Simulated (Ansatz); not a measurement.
**H5NOSiSn: small, medium and large basis sets**

How large a basis does H5NOSiSn need? Two functionals are run in growing sets.

Program: Ansatz 0.2.0, Gaussian basis. Level of theory: one geometry, several basis sets. These are calculated values, not measurements.

Plan: PBE0-D4/def2-SVP; ωB97M-V/def2-SVP; PBE0-D4/def2-QZVPP; ωB97M-V/def2-QZVPP; the functionals' def2-TZVPP values are taken from earlier runs.

## (1) The geometry

The geometry comes from an earlier relaxation with PBE0-D4 in a triple-zeta def2 set; it is a stationary point, not always the lowest conformer. Sn takes the def2 core potential; no spin-orbit term is included.

SMILES `[NH2][Sn][O][SiH3]`, 9 atoms, charge 0, spin multiplicity 1.

Atoms are counted from 1 here; the program's logs count them from 0.

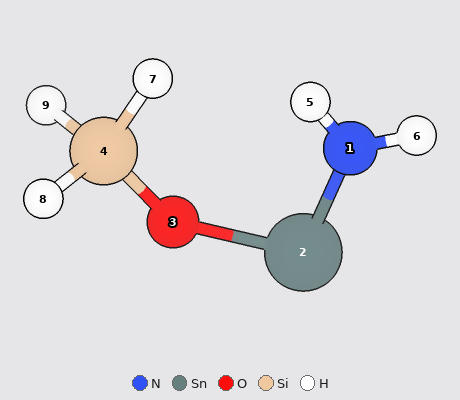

The geometry (nitrogen blue, tin teal, oxygen red, silicon light orange, hydrogen white); atoms are numbered from 1 in the order of the file.

## (2) PBE0-D4 in def2-SVP

in.yaml reads:

```yaml
crystal:
  periodic: [false, false, false]
  atoms:
    - {symbol: N, position_ang: [-0.671372, 1.493578, -1.238151]}
    - {symbol: Sn, position_ang: [0.551793, 0.169584, -2.130172]}
    - {symbol: O, position_ang: [0.832684, -0.940299, -0.503375]}
    - {symbol: Si, position_ang: [0.448496, -1.088777, 1.066852]}
    - {symbol: H, position_ang: [-0.946626, 1.449691, -0.267609]}
    - {symbol: H, position_ang: [-1.089468, 2.283021, -1.705854]}
    - {symbol: H, position_ang: [-0.480855, -0.008649, 1.522386]}
    - {symbol: H, position_ang: [1.668957, -1.012682, 1.916496]}
    - {symbol: H, position_ang: [-0.225110, -2.391966, 1.322127]}
basis:
  gaussian: {orbitals: def2-SVP}
hamiltonian: {xc: pbe0, dispersion: d4}
output: {orbitals: {seedname: orbitals}}
```

Started as:

```sh
$ ansatz run in.yaml --threads 4 --pin off --events-out ev --progress --plain --max-ram 10444MiB
```

The runs that follow: ωB97M-V in def2-SVP; PBE0-D4 in def2-QZVPP; ωB97M-V in def2-QZVPP.

**Question.** What will the summary of the whole plan be? Wanted: PBE0-D4: double and triple zeta above quadruple; ωB97M-V: double and triple zeta above quadruple.

The runs gave:

```
                                       quantity          value
PBE0-D4: double and triple zeta above quadruple  8.31, 0.56 eV
ωB97M-V: double and triple zeta above quadruple  8.45, 0.53 eV
```

For PBE0-D4 the step from double to triple zeta gains 7.75 eV and the next only 0.56 eV. Total energies overstate the basis error of differences, where much of it tends to cancel.
